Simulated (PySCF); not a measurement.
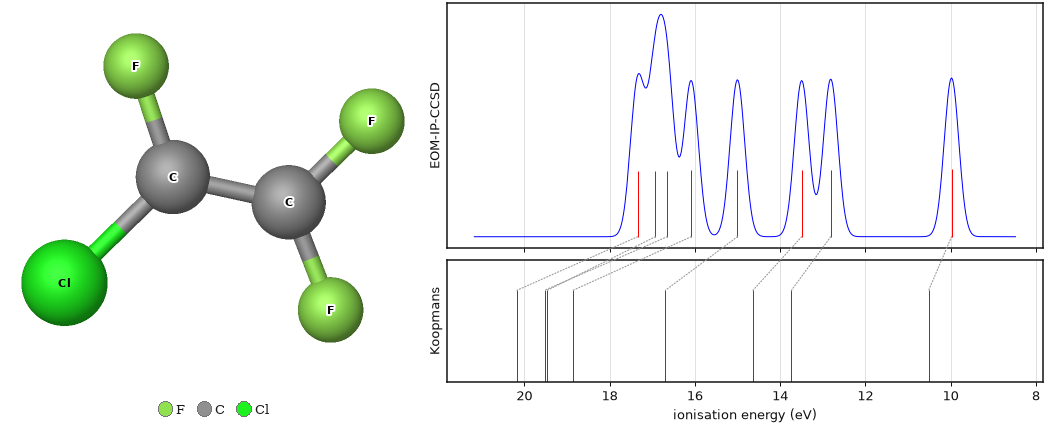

Valence photoelectron lines of C₂ClF₃, SMILES FC(F)=C(F)Cl: vertical EOM-IP-CCSD/aug-cc-pVDZ (frozen core, PySCF, at a PBE0-D3(BJ)/def2-SVP geometry (no frequency check); 8 lines, one for each of the 8 highest orbitals, so a line of a deeper orbital can be missing among them) above, Hartree-Fock orbital energies with the sign turned below, non-relativistic; dotted lines join each line to its leading orbital. Stick heights are one-hole weights (summed over degenerate lines), not cross-sections; Gaussian width 0.40 eV.

### Do correlation and relaxation change the order of the lines?

Only among lines under 0.15 eV apart or orbitals under 0.1 eV apart: the order is HOMO, HOMO−1, HOMO−2, HOMO−3, HOMO−4, HOMO−6, HOMO−5, HOMO−7.

### List the lines.

| hole | EOM-IP-CCSD (eV) | Koopmans (eV) | one-hole weight |
| --- | --- | --- | --- |
| HOMO | 9.98 | 10.52 | 0.97 |
| HOMO-1 | 12.81 | 13.73 | 0.96 |
| HOMO-2 | 13.50 | 14.64 | 0.95 |
| HOMO-3 | 15.00 | 16.69 | 0.95 |
| HOMO-4 | 16.09 | 18.86 | 0.95 |
| HOMO-6 | 16.65 | 19.53 | 0.94 |
| HOMO-5 | 16.93 | 19.46 | 0.94 |
| HOMO-7 | 17.34 | 20.17 | 0.93 |

Known limits of this run: small basis, so the lines can lie some tenths of an eV too low.
